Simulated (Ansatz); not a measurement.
**One shape, several levels: Si2H6 (SMILES [SiH3][SiH3])**

Wanted: a comparison of 6 runs (BHLYP/aug-cc-pVDZ, CAM-B3LYP/aug-cc-pVDZ, HSE06/aug-cc-pVDZ, PBE0/aug-cc-pVDZ, SVWN5/aug-cc-pVDZ, r2SCAN0/aug-cc-pVDZ) of Si2H6. 

The results are computed with Ansatz 0.2.0.

35 further runs of the same task are left out: 7 that didn't finish, 28 set aside as unsound or not needed. Runs told in other sessions of the task aren't counted.

### 1 Starting point

Si2H6: 8 atoms, total charge 0, spin state singlet. SMILES: `[SiH3][SiH3]`. The Si1–H5 distance was set to 1.934 Å, away from the relaxed value.

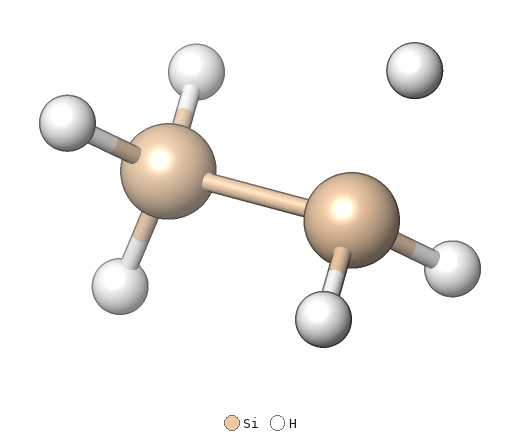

The structure, seen from a chosen angle (silicon light orange, hydrogen white).

### 2 A single-point energy at BHLYP/aug-cc-pVDZ (run 1)

Contents of input.yaml:

```yaml
crystal:
  periodic: [false, false, false]
  atoms:
    - {symbol: Si, position_ang: [-0.080242, 0.138019, -1.091003]}
    - {symbol: Si, position_ang: [0.623758, -0.856581, 0.904897]}
    - {symbol: H, position_ang: [1.094158, 0.596019, -1.881003]}
    - {symbol: H, position_ang: [-0.852642, -0.836081, -1.908003]}
    - {symbol: H, position_ang: [-1.208000, 1.664100, -0.717900]}
    - {symbol: H, position_ang: [1.399258, 0.116419, 1.720197]}
    - {symbol: H, position_ang: [1.488358, -2.032681, 0.617897]}
    - {symbol: H, position_ang: [-0.550742, -1.311381, 1.696497]}
basis:
  gaussian: {orbitals: aug-cc-pVDZ}
hamiltonian: {xc: {name: BHLYP}}
accuracy: high
output: {orbitals: {seedname: orbitals}}
```

Launch:

```sh
$ ansatz run input.yaml --threads 1 --pin off --max-ram 3480MiB --events-out events.jsonl --progress --plain --runs-dir runs
```

Standard output:

```text
Warning: RAYON_NUM_THREADS=1 ignored (pool sized by the plan → 1); use --threads N
Functional definition: BHLYP
  name "BHLYP"
  parameter a = 0.5
  exchange = (1 - a)*b88_x + a*exact_x
  correlation = lyp_c
2206 factors; integrals over basis functions are off by at most 3.8e-9 eV
mean field evaluation 1: about -15850.9056 eV, gradient 8.8e0 eV
mean field evaluation 2: about -15851.2330 eV, gradient 3.3e0 eV
mean field evaluation 4: about -15851.2737 eV, gradient 9.1e-1 eV
mean field evaluation 8: about -15851.3384 eV, gradient 3.7e-2 eV
mean field evaluation 16: about -15851.3384 eV, gradient 6.7e-7 eV
mean field -15851.33844829 eV, -582.5259435516 hartree, gradient 9.2e-8 eV, S^2 0.000000; 0 other end points of the search recorded, 0 dependent functions left out
reference -15851.33848442 eV, -582.5259448791 hartree; 17, 17 occupied and 91, 91 virtual orbitals, 2206 factors
Total energy: -15851.33848442 eV, -582.5259448791 hartree
```

Wall time 11 s (1 thread of Arm Neoverse V1, shared host); peak memory 0.37 GiB.

### 3 A single-point energy at CAM-B3LYP/aug-cc-pVDZ (run 2)

Contents of run.yaml:

```yaml
crystal:
  periodic: [false, false, false]
  atoms:
    - {symbol: Si, position_ang: [-0.080242, 0.138019, -1.091003]}
    - {symbol: Si, position_ang: [0.623758, -0.856581, 0.904897]}
    - {symbol: H, position_ang: [1.094158, 0.596019, -1.881003]}
    - {symbol: H, position_ang: [-0.852642, -0.836081, -1.908003]}
    - {symbol: H, position_ang: [-1.208000, 1.664100, -0.717900]}
    - {symbol: H, position_ang: [1.399258, 0.116419, 1.720197]}
    - {symbol: H, position_ang: [1.488358, -2.032681, 0.617897]}
    - {symbol: H, position_ang: [-0.550742, -1.311381, 1.696497]}
basis:
  gaussian: {orbitals: aug-cc-pVDZ}
total_charge: 0
output: {orbitals: {seedname: orbitals}}
hamiltonian: {xc: {name: CAM-B3LYP}}
accuracy: high
```

Launch:

```sh
$ ansatz run run.yaml --threads 1 --pin off --max-ram 3480MiB --events-out events.jsonl --progress --plain --runs-dir runs
```

Standard output:

```text
Warning: RAYON_NUM_THREADS=1 ignored (pool sized by the plan → 1); use --threads N
Functional definition: CAM-B3LYP
  name "CAM-B3LYP"
  parameter alpha = 0.19
  parameter beta = 0.46
  parameter omega = 0.33/bohr
  parameter ac = 0.81
  exchange = (1 - alpha - beta)*b88_x + beta*b88_x_sr(omega) + alpha*exact_x + beta*exact_x_lr(omega)
  correlation = (1 - ac)*vwn5_c + ac*lyp_c
2206 factors; integrals over basis functions are off by at most 3.8e-9 eV
628 factors; integrals over basis functions are off by at most 2.1e-9 eV
mean field evaluation 1: about -15851.1938 eV, gradient 8.2e0 eV
mean field evaluation 2: about -15851.4725 eV, gradient 2.7e0 eV
mean field evaluation 4: about -15851.4976 eV, gradient 8.8e-1 eV
mean field evaluation 8: about -15851.5214 eV, gradient 2.9e-2 eV
mean field evaluation 16: about -15851.5214 eV, gradient 9.8e-7 eV
mean field -15851.52144523 eV, -582.5326685651 hartree, gradient 3.7e-8 eV, S^2 0.000000; 0 other end points of the search recorded, 0 dependent functions left out
reference -15851.52147193 eV, -582.5326695462 hartree; 17, 17 occupied and 91, 91 virtual orbitals, 2206 factors
Total energy: -15851.52147193 eV, -582.5326695462 hartree
```

Run time: 12 s. Hardware: 1 thread of Arm Neoverse V1, shared host; peak memory 0.43 GiB.

Run 3 isn't shown in full; the table further down has it.

### 4 The energy at PBE0/aug-cc-pVDZ (run 4)

Contents of molecule.yaml:

```yaml
crystal:
  periodic: [false, false, false]
  atoms:
    - {symbol: Si, position_ang: [-0.080242, 0.138019, -1.091003]}
    - {symbol: Si, position_ang: [0.623758, -0.856581, 0.904897]}
    - {symbol: H, position_ang: [1.094158, 0.596019, -1.881003]}
    - {symbol: H, position_ang: [-0.852642, -0.836081, -1.908003]}
    - {symbol: H, position_ang: [-1.208000, 1.664100, -0.717900]}
    - {symbol: H, position_ang: [1.399258, 0.116419, 1.720197]}
    - {symbol: H, position_ang: [1.488358, -2.032681, 0.617897]}
    - {symbol: H, position_ang: [-0.550742, -1.311381, 1.696497]}
basis:
  gaussian:
    orbitals: aug-cc-pVDZ
total_charge: 0
magnetization:
  spin_polarized: false
hamiltonian:
  xc: pbe0
accuracy: high
output: {orbitals: {seedname: orbitals}}
```

Launch:

```sh
$ ansatz run molecule.yaml --threads 1 --pin off --max-ram 3480MiB --events-out events.jsonl --progress --plain --runs-dir runs
```

Standard output:

```text
Warning: RAYON_NUM_THREADS=1 ignored (pool sized by the plan → 1); use --threads N
Functional definition: PBE0
  name "PBE0"
  parameter a = 0.25
  parameter kappa = 0.804
  parameter beta = 0.06672455060314922
  exchange = (1 - a)*pbe_x(kappa = kappa, mu = beta*pi^2/3) + a*exact_x
  correlation = pbe_c(beta = beta)
2206 factors; integrals over basis functions are off by at most 3.8e-9 eV
mean field evaluation 1: about -15844.1501 eV, gradient 1.1e1 eV
mean field evaluation 2: about -15844.4990 eV, gradient 6.0e0 eV
mean field evaluation 4: about -15844.6553 eV, gradient 2.8e-1 eV
mean field evaluation 8: about -15844.6823 eV, gradient 2.0e-2 eV
mean field evaluation 16: about -15844.6823 eV, gradient 2.8e-6 eV
mean field -15844.68225901 eV, -582.2813331073 hartree, gradient 5.2e-8 eV, S^2 0.000000; 0 other end points of the search recorded, 0 dependent functions left out
reference -15844.68226544 eV, -582.2813333435 hartree; 17, 17 occupied and 91, 91 virtual orbitals, 2206 factors
Total energy: -15844.68226544 eV, -582.2813333435 hartree
```

It took 9.9 s on 1 thread of Arm Neoverse V1, shared host; peak memory 0.37 GiB.

Run 5 isn't shown in full; the table further down has it.

### 5 The energy at r2SCAN0/aug-cc-pVDZ (run 6)

Contents of in.yaml:

```yaml
crystal:
  periodic: [false, false, false]
  atoms:
    - {symbol: Si, position_ang: [-0.080242, 0.138019, -1.091003]}
    - {symbol: Si, position_ang: [0.623758, -0.856581, 0.904897]}
    - {symbol: H, position_ang: [1.094158, 0.596019, -1.881003]}
    - {symbol: H, position_ang: [-0.852642, -0.836081, -1.908003]}
    - {symbol: H, position_ang: [-1.208000, 1.664100, -0.717900]}
    - {symbol: H, position_ang: [1.399258, 0.116419, 1.720197]}
    - {symbol: H, position_ang: [1.488358, -2.032681, 0.617897]}
    - {symbol: H, position_ang: [-0.550742, -1.311381, 1.696497]}
basis:
  gaussian: {orbitals: aug-cc-pVDZ}
hamiltonian: {xc: {name: r2SCAN0}}
accuracy: high
output: {orbitals: {seedname: orbitals}}
```

Launch:

```sh
$ ansatz run in.yaml --threads 1 --pin off --max-ram 3480MiB --events-out events.jsonl --progress --plain --runs-dir runs
```

Standard output:

```text
Warning: RAYON_NUM_THREADS=1 ignored (pool sized by the plan → 1); use --threads N
Functional definition: r2SCAN0
  name "r2SCAN0"
[... 1 set-up line as earlier in the session ...]
  parameter k0 = 0.174
  parameter k1 = 0.065
  parameter a1 = 4.9479
  exchange = (1 - a)*r2scan_x(k0 = k0, k1 = k1, a1 = a1) + a*exact_x
  correlation = r2scan_c
2206 factors; integrals over basis functions are off by at most 3.8e-9 eV
mean field evaluation 1: about -15849.2431 eV, gradient 1.0e1 eV
mean field evaluation 2: about -15849.5406 eV, gradient 5.5e0 eV
mean field evaluation 4: about -15849.6670 eV, gradient 2.6e-1 eV
mean field evaluation 8: about -15849.6920 eV, gradient 1.9e-3 eV
mean field evaluation 16: about -15849.6920 eV, gradient 4.4e-7 eV
mean field -15849.69202526 eV, -582.4654386211 hartree, gradient 6.7e-8 eV, S^2 0.000000; 0 other end points of the search recorded, 0 dependent functions left out
reference -15849.69202736 eV, -582.4654386984 hartree; 17, 17 occupied and 91, 91 virtual orbitals, 2206 factors
Total energy: -15849.69202736 eV, -582.4654386984 hartree
```

Run time: 19 s. Hardware: 1 thread of Arm Neoverse V1, shared host; peak memory 0.42 GiB.

### 6 All runs side by side

```
run                  level  energy (Eh)  HOMO energy (eV)  LUMO energy (eV)  HOMO–LUMO gap (eV)  wall time
  1      BHLYP/aug-cc-pVDZ  -582.525945             -9.30             -0.18                9.12       11 s
  2  CAM-B3LYP/aug-cc-pVDZ  -582.532670             -9.58             -0.05                9.53       12 s
  3      HSE06/aug-cc-pVDZ  -582.267268             -7.91             -1.26                6.65       11 s
  4       PBE0/aug-cc-pVDZ  -582.281333             -8.31             -0.91                7.40      9.9 s
  5      SVWN5/aug-cc-pVDZ  -580.146825             -7.26             -1.82                5.45      6.3 s
  6    r2SCAN0/aug-cc-pVDZ  -582.465439             -8.47             -0.73                7.75       19 s
```

### 7 Results

| quantity | value |
| --- | --- |
| run 6: total energy | -582.46544 Eh |
| run 6: HOMO energy | -8.47 eV |
| run 6: LUMO energy | -0.73 eV |
| run 6: HOMO–LUMO gap | 7.75 eV |

What this shows: The HOMO–LUMO gap runs from 5.45 eV (SVWN5/aug-cc-pVDZ) to 9.53 eV (CAM-B3LYP/aug-cc-pVDZ). Totals of different functionals can't be ranked against each other. All runs together took 69 s, the longest 19 s.
